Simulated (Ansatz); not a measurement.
Ge$_{2}$H$_{7}$Cl: several calculations on one system

**1. Relaxation**

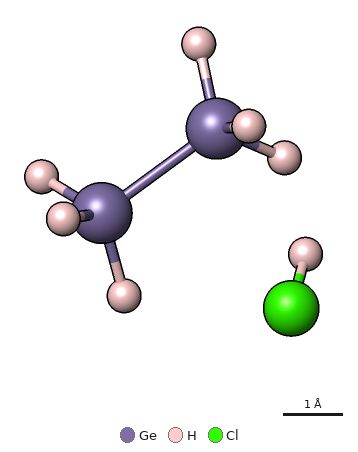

Starting structure of Ge$_{2}$H$_{7}$Cl. The picture is a ball-and-stick view, seen face on.

The run prepares an end point of a later path (reaction) calculation, from a guessed geometry.

Theory: RKS PBE-D4/def2-mTZVP in Ansatz 0.2.0.

The input:
```yaml
crystal:
  periodic: [false, false, false]
  atoms:
    - { symbol: Ge, position_ang: [-0.123226, -0.088, -0.037993] }
    - { symbol: H, position_ang: [-0.158183, -0.155065, 1.515849] }
    - { symbol: H, position_ang: [1.36767, -0.102338, -0.455461] }
    - { symbol: Ge, position_ang: [-1.278823, 1.898175, -0.8761] }
    - { symbol: H, position_ang: [-2.719715, 1.529103, -1.314091] }
    - { symbol: H, position_ang: [-1.33702, 3.008212, 0.195853] }
    - { symbol: H, position_ang: [-0.50305, 2.419419, -2.112095] }
    - { symbol: H, position_ang: [-0.798067, -1.392747, -0.529836] }
    - { symbol: Cl, position_ang: [1.53508, 2.449188, 1.563073] }
    - { symbol: H, position_ang: [0.825635, 1.367754, 1.9413] }
basis:
  gaussian: { orbitals: def2-mTZVP }
hamiltonian:
  xc: pbe
  dispersion: d4
relax:
  f_tol: 0.03
  max_steps: 50
```

Launched with:
```bash
ansatz run input.yaml --threads 4 --pin off --max-ram 5120MiB --backend cpu --events-out ev --progress --plain --runs-dir out
```

> Predict the outcome.

The atom that moves furthest after the best rigid fit is Cl9 (0.40 Å). By element the largest moves are Cl 0.40 Å, H 0.33 Å, Ge 0.11 Å. Near-neighbour distances that change, for instance: Ge1–Cl9 3.428 → 3.895 Å, Cl9–H10 1.348 → 1.308 Å, Ge1–Ge4 2.446 → 2.436 Å. Bond angles that change, for instance: Ge1–Ge4–H7 108.1° → 110.1°. After 5 accepted moves (6 points after the start) the energy has fallen by 1.83 kcal/mol. The largest force component goes from 0.71 to 0.011 eV/Å. The line search rejected the trial step at point 4 of the run. Cost: 11 s on 4 threads of Arm Neoverse V1 (shared host), peak memory 0.17 GiB.

Final geometry:

```xyz
10

Ge   -0.1828   -0.1412   -0.1113
H    -0.2142   -0.1629    1.4469
H     1.3047   -0.1777   -0.5381
Ge   -1.3064    1.8541   -0.9423
H    -2.7609    1.5105   -1.3502
H    -1.3439    2.9467    0.1512
H    -0.5625    2.4072   -2.1815
H    -0.8726   -1.4404   -0.5960
Cl    1.6815    2.6338    1.8868
H     1.0672    1.5036    2.1250
```

After the run, drawn alike:

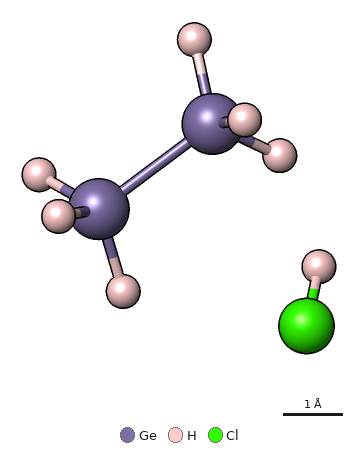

**2. Relaxation**

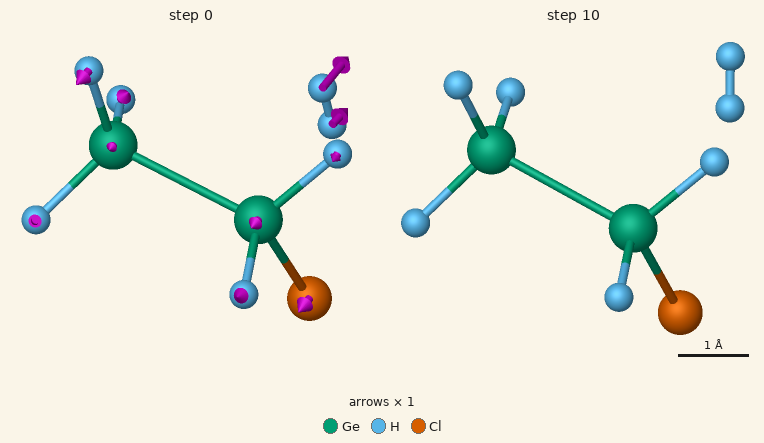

The structure of Ge₂H₇Cl before (left) and after (right) a relaxation, at one scale. The purple arrows give the displacements, at their true length.

Style: ball-and-stick. Shown from a free direction.

The run prepares an end point of a later path (reaction) calculation, from a guessed geometry.

The calculation used Ansatz 0.2.0, RKS PBE-D4/def2-mTZVP. Settings: no spin polarisation; force threshold 0.03 eV/Å; at most 50 steps.

### Describe what moved and what it gained.

An H atom moves most after the best rigid fit: 0.90 Å. Largest moves by element: H 0.90 Å, Cl 0.34 Å, Ge 0.23 Å. Some distances before and after: H–H 0.712 → 0.751 Å, Cl–Ge 2.214 → 2.198 Å. Over 9 accepted moves (10 points after the start) the energy falls by 3.95 kcal/mol. Largest force component: 1.4 eV/Å at the start, 0.023 eV/Å at the end. The line search rejected the trial step at point 4 of the run. The forces were under the threshold at step 6, but the run went on from there.

Limits of the set-up: the start holds two separate molecules, 2.4 Å apart at their closest, whose relative position is a soft coordinate.

**3. Path**

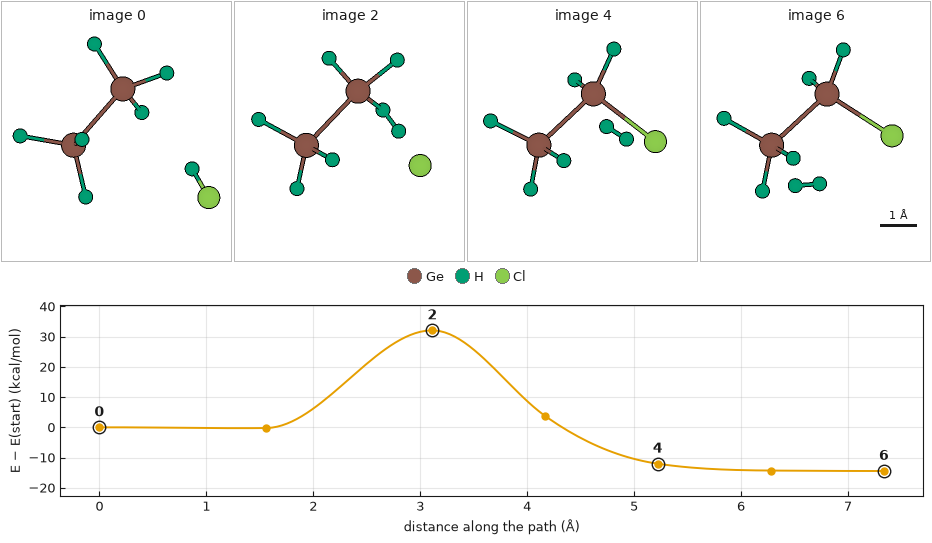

A search for the minimum-energy path of Ge2H7Cl, made up at the start of Ge$_{2}$H$_{6}$ and HCl by the nudged elastic band. Images are numbered from 0 (start) to 6 (end). Style: ball-and-stick. Shown at a tilt.

Theory: RKS PBE-D4/def2-mTZVP in Ansatz. Set-up: 5 movable images; climbing image; force threshold 0.05 eV/Å; iteration limit 60; starting path through a guess of the saddle point.

Question: Describe the mechanism and the energy profile.

Answer: Breaking: Cl–H (1.31 → 3.21 Å), Ge–H (1.56 → 3.87 Å). Forming: Cl–Ge (3.89 → 2.20 Å), H–H (2.21 → 0.75 Å). Forward barrier 32.1 kcal/mol, backward barrier 46.5 kcal/mol, with image 2 at the top; the reaction energy is −14.5 kcal/mol. The band converged in 23 iterations, with a climbing image at the top. At the top, the vibrational analysis gives one imaginary mode (882i cm⁻¹), as a transition state must have.

Limits of the set-up: the start holds two separate molecules, 2.2 Å apart at their closest, whose relative position is a soft coordinate.

Cost: 2.8 min on 4 threads of Arm Neoverse V1 (shared host), peak memory 0.18 GiB.
